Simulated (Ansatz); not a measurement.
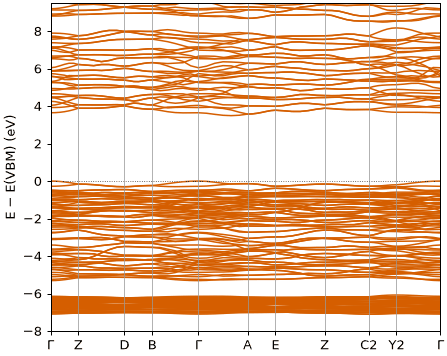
Figure: Band structure from r²SCAN (plane waves, PAW; program Ansatz)

The gap is 3.48 eV; an edge lies off the plotted path or next to a special point (maximum at Γ, minimum off the standard path).

Task: Pick the material that matches.
(A) LaAsO4, P2_1/c (Pearson symbol mP24)
(B) YSeO3, P2_1/c (Pearson symbol mP40)
(C) CdTeO3, P2_1/c (Pearson symbol mP40)
(D) HfO2, P2_1/c (Hf on 4e, O on 4e, O on 4e)

Result: C, CdTeO3, P2_1/c (Pearson symbol mP40)

The workflow started from a Materials Project entry (that database holds measured and hypothetical structures alike); the Crystallography Open Database copy checked does not list it. COD files the formula under space group No. 62. Whether it is the stable phase at ambient conditions was not checked. The r²SCAN relaxation kept the symmetry of its start; its stability against distortions is not shown here. Scalar-relativistic: spin–orbit coupling is off unless named, which matters more the heavier the elements.

Potentials: the later of the program's two PAW sets.
